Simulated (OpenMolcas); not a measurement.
A ladder of methods for CH4AlNO (SMILES C1[NH][AlH][O]1)

The species is CH4AlNO (8 atoms), meant as a singlet with charge 0. SMILES: `C1[NH][AlH][O]1`. The coordinates come from a PBE0-D4/def2-TZVP relaxation.

```xyz
8

C    -0.2540    0.7620   -0.4400
N     0.5769    0.2531    0.6547
Al    0.0361   -1.3595    0.2091
O    -0.8205   -0.4291   -0.9750
H     0.3324    1.2769   -1.2135
H    -1.0525    1.4310   -0.0907
H     1.1077    0.8870    1.2215
H     0.1660   -2.8786    0.5780
```

Each level gives the energy change with the Al3–H8 bond stretched from 1.569 to 2.824 Å (eV). The values are calculated.

```json
{"level": "HF/def2-SVPD (restricted)", "kind": "Hartree–Fock", "program": "OpenMolcas", "value (eV)": "3.56", "less CCSD(T)/def2-SVPD": "+0.73", "CPU time (all runs)": "39 s"}
{"level": "SVWN5/def2-SVPD (restricted)", "kind": "LDA", "program": "OpenMolcas", "value (eV)": "2.82", "less CCSD(T)/def2-SVPD": "-0.01", "CPU time (all runs)": "1.8 min"}
{"level": "BLYP/def2-SVPD (restricted)", "kind": "GGA", "program": "OpenMolcas", "value (eV)": "2.80", "less CCSD(T)/def2-SVPD": "-0.03", "CPU time (all runs)": "2.3 min"}
{"level": "M06-L/def2-SVPD (restricted)", "kind": "meta-GGA", "program": "OpenMolcas", "value (eV)": "3.11", "less CCSD(T)/def2-SVPD": "+0.28", "CPU time (all runs)": "2.5 min"}
{"level": "B3LYP/def2-SVPD (restricted)", "kind": "global hybrid", "program": "OpenMolcas", "value (eV)": "3.05", "less CCSD(T)/def2-SVPD": "+0.22", "CPU time (all runs)": "1.8 min"}
{"level": "B2PLYP/def2-SVPD (restricted)", "kind": "double hybrid", "program": "OpenMolcas", "value (eV)": "3.13", "less CCSD(T)/def2-SVPD": "+0.30", "CPU time (all runs)": "1.7 min"}
{"level": "MP2/def2-SVPD (restricted)", "kind": "perturbation theory", "program": "OpenMolcas", "value (eV)": "3.25", "less CCSD(T)/def2-SVPD": "+0.42", "CPU time (all runs)": "38 s"}
{"level": "CCSD(T)/def2-SVPD (Cholesky decomposition) (restricted)", "kind": "coupled cluster or CI", "program": "OpenMolcas", "value (eV)": "2.83", "less CCSD(T)/def2-SVPD": "0.00", "CPU time (all runs)": "22 min"}
```

Differences are taken from CCSD(T)/def2-SVPD (Cholesky decomposition) (restricted) for orientation; it has basis-set and higher-order errors of its own. At this stretch a single reference begins to fail. The first shape isn't each level's own minimum. The values span 2.80 to 3.56 eV. CPU times are rough (shared hosts, several kinds of processor and program).

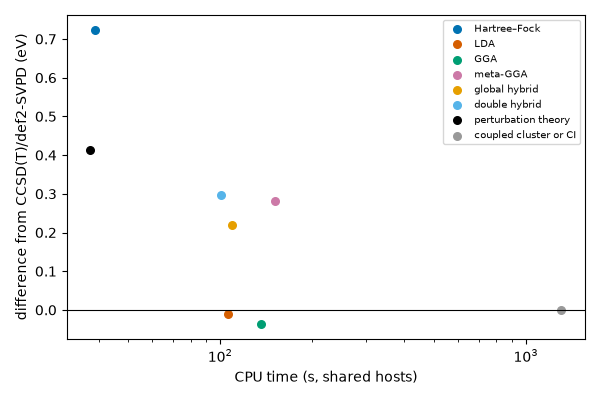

Difference from CCSD(T)/def2-SVPD against processor time, one point a level.
